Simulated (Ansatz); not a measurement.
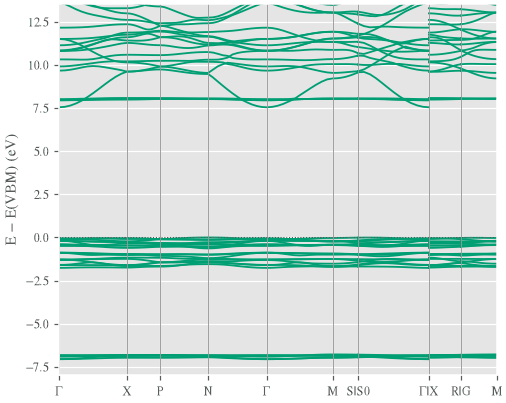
Figure. Band structure from DFT-r²SCAN in the program Ansatz with PAW potentials

### Question
Read off the gap and where the band edges lie.

### Answer
About 7.5 eV (7.54 eV by a search for the band edges); maximum at N, minimum at Γ.

The material is KRb2ScF6 in space group I4/m (No. 87; Pearson symbol tI20).

The first step of the workflow began from a Materials Project structure, measured or hypothetical; the Crystallography Open Database files this formula in space group No. 87, but the cells were not matched. Whether it is the stable phase at ambient conditions was not checked. The r²SCAN relaxation kept the symmetry of its start; its stability against distortions is not shown here. No spin polarisation was allowed. Scalar-relativistic: spin–orbit coupling is off unless named, which matters more the heavier the elements.

Potentials: the later of the program's two PAW sets.
